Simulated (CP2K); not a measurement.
5-aminopyrimidine has these distinct C atoms: C2 (bonded to 2 C and N), C3 (bonded to C, N and H) and C5 (bonded to 2 N and H).

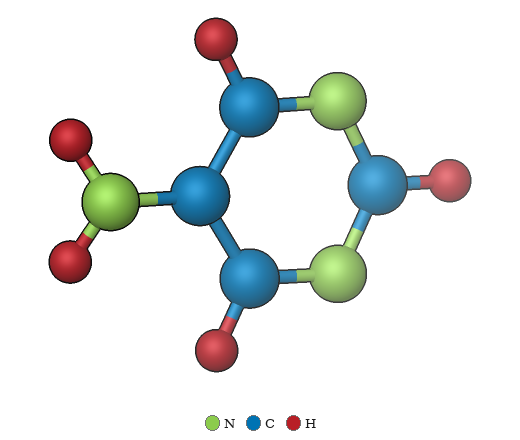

The molecule (nitrogen green, carbon blue, hydrogen red).

```xyz
12

N     1.9588    0.0822   -0.4775
C     0.6123    0.0240   -0.1537
C    -0.1742    1.1826   -0.0076
N    -1.4867    1.1391    0.2451
C    -2.0322   -0.0852    0.3547
N    -1.3888   -1.2599    0.2430
C    -0.0765   -1.1953   -0.0107
H     2.5153   -0.7396   -0.2648
H     2.4399    0.9536   -0.2799
H     0.2794    2.1752   -0.0994
H    -3.1036   -0.1295    0.5577
H     0.4564   -2.1474   -0.1068
```

Their partial C K spectra (CP2K XAS_TDP, all-electron GAPW, PBEh(45%), aug-cc-pVDZ, TDA, GW2X-corrected core level, no relativity) are given in random order, each times the number of alike atoms.

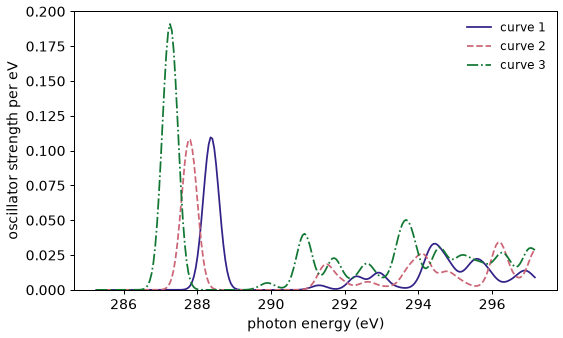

Gaussian full width 0.5 eV, oscillator strength per eV, alike atoms added, rows of zeros left out.

Q: Which curve belongs to which atom?

Curve 1: C2 (bonded to 2 C and N), leading line at 288.38 eV (f = 0.058 an atom), ionisation energy 293.35 eV, term value 4.97 eV. Curve 2: C5 (bonded to 2 N and H), leading line at 287.79 eV (f = 0.058 an atom), ionisation energy 293.11 eV, term value 5.32 eV. Curve 3: C3 (bonded to C, N and H), leading line at 287.26 eV (f = 0.051 an atom), ionisation energy 293.00 eV, term value 5.74 eV. The leading line of an atom is its first one with 35 % of the strongest within 2.5 eV of its lowest line over the strength cut. A line lies at the core ionisation energy, which rises as an atom loses charge to its neighbours or to a π system, less the term value, which is large for a low π* or σ* orbital with weight on that atom.

[Banner, clock and machine lines of the logs are left out without a mark of their own.]

[Logs are printed without paths, hosts, clocks, repeated set-up lines and the standing remarks that a program may print on its own settings, such as how far it seeks lower states.]

[Hosts, paths, dates, database ids (printed as entryN), source tags and the programs' standing remarks are cut or masked in the printed files.]
